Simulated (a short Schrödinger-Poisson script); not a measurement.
Structure: MOS inversion layer, Si3N4 on p-type GaN, at 400 K.

```tsv
layer	material	thickness (nm)	Na (cm⁻³)
1	Si3N4	1.7	-
2	GaN	2300	7.5e16
```

The device is made up for the run: typed textbook-type constants, with dimensions and the other settings drawn at random. Si3N4: permittivity 7.5, conduction-band edge (eV) 2, gap (eV) 5.1, electron mass (mₑ) 0.5. GaN: permittivity 9.5, conduction-band edge (eV) 0, gap (eV) 3.43, Nv at 300 K (cm⁻³) 4.6e19.

Channel valleys (confinement mass, in-plane density-of-states mass, number): Γ 0.2, 0.2, 1. At the gate the conduction-band edge of layer 1 lies 2.43 eV − eVg above the Fermi level of the channel; the field vanishes at the back. Gaps are held at their typed values at every temperature. Mesh 0.03 nm at interfaces.

From a short Schrödinger-Poisson script (our own, NumPy): 1D Poisson equation in equilibrium, electrons quantum, Hartree (BenDaniel-Duke, 12 states a valley, the channel's in-plane mass for all, wave functions ending at the dielectric), parabolic valleys, classical holes, full ionisation, no traps, pinning or gate leakage.

Only gate voltages with over 1e8 electrons/cm² are shown.

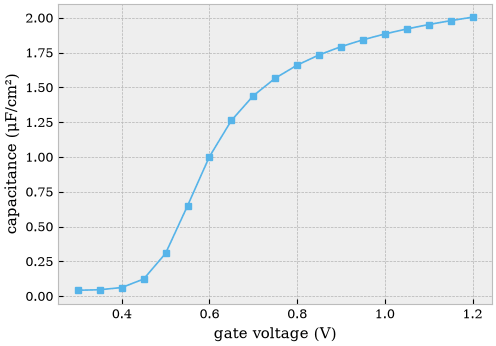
Figure. Quasi-static capacitance against gate voltage

```tsv
Vg (V)	electrons (cm⁻²)	C (μF/cm²)	Γ E0 (meV)	Γ E1 (meV)
0.3	2.93e8	0.0422	319.3	413.1
0.35	1.20e9	0.0459	270.6	364.9
0.4	4.90e9	0.0619	222.1	317.0
0.45	1.95e10	0.123	174.5	270.0
0.5	7.05e10	0.308	129.8	226.2
0.55	2.07e11	0.649	91.8	189.7
0.6	4.59e11	1.00	62.9	162.9
0.65	8.10e11	1.26	41.2	144.1
0.7	1.23e12	1.44	24.3	130.2
0.75	1.70e12	1.57	10.3	119.6
0.8	2.20e12	1.66	-1.8	110.8
0.85	2.73e12	1.73	-12.7	103.5
0.9	3.28e12	1.79	-22.6	97.0
0.95	3.84e12	1.84	-31.9	91.2
1	4.42e12	1.88	-40.7	85.8
1.05	5.02e12	1.92	-49.2	80.9
1.1	5.62e12	1.95	-57.4	76.2
1.15	6.23e12	1.98	-65.3	71.7
1.2	6.85e12	2.00	-73.2	67.4
```

Subbands count from the Fermi level.

In real p-type GaN the Mg acceptor is only partly ionised, and so wide a gap doesn't supply an inversion layer without source and drain.
